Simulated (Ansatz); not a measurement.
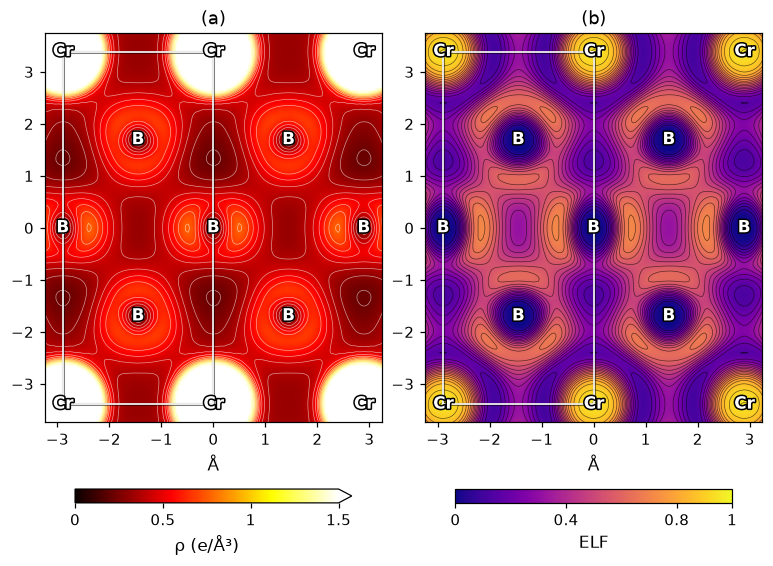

*CrB$_{3}$. (a) valence electron density; (b) electron localisation function on the (010) plane of the conventional cell.*

Space group I4/mmm; started from the TiAl3 (D0_22)_139 prototype, which need not be the ambient phase; computed without spin polarisation.

These are results of DFT PBE, scalar-relativistic, plane waves, PAW in Ansatz, not measurements.

Core electrons are frozen (PAW), and the valence fields are smoothed inside the atomic spheres.

**Describe what can be read from this map.**

Atoms in the plane: Cr and B.
Cr–B (2.23 Å): ρ at the midpoint is about 0.46 e/Å³; the ELF peaks at about 0.65 in the valence shell of B, 0.8 Å from its nucleus, and is about 0.30 at the midpoint.
Between the atoms the lowest density in this plane is 0.22 e/Å³.
The features right at Cr lie inside the PAW spheres, where the map follows smoothed inner orbitals and isn't to be read closely.
